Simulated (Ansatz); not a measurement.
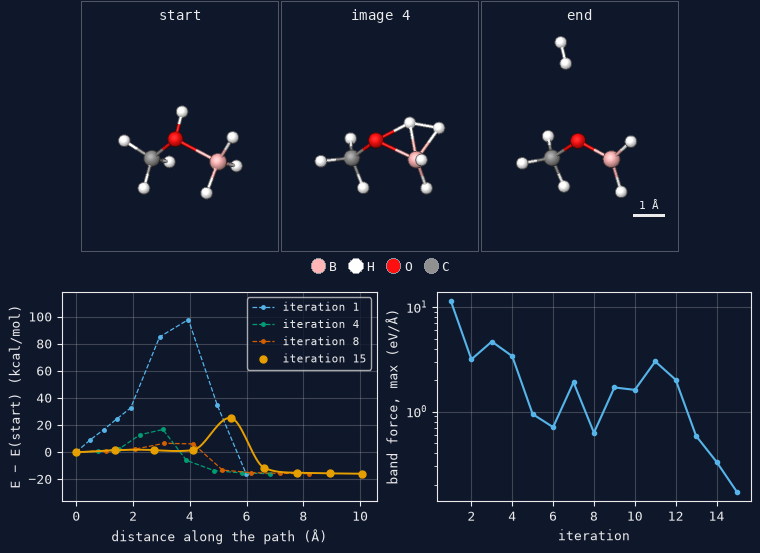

A nudged-elastic-band calculation for CH7BO. Images are numbered from 0 (start) to 8 (end). The plot follows the band through its iterations. Style: ball-and-stick. Shown at a tilt.

The calculation used RKS B3LYP/def2-SVP in Ansatz. Set-up: 7 movable images; climbing image; force threshold 0.2 eV/Å; iteration limit 60; starting path through a guess of the saddle point.

Question: Did the band converge, and can the barrier be trusted?

Answer: The run is converged, with reservations. The band converged in 15 iterations. The largest component of the band force went from 11 to 0.17 eV/Å. The climbing image converged on the top of the path. Its curvatures weren't checked. The force threshold is loose. The first iteration put the highest image at 97.9 kcal/mol. The highest point, image 4, lies 25.1 kcal/mol above the start and 41.1 kcal/mol above the end; the end is at −16.0 kcal/mol relative to the start.
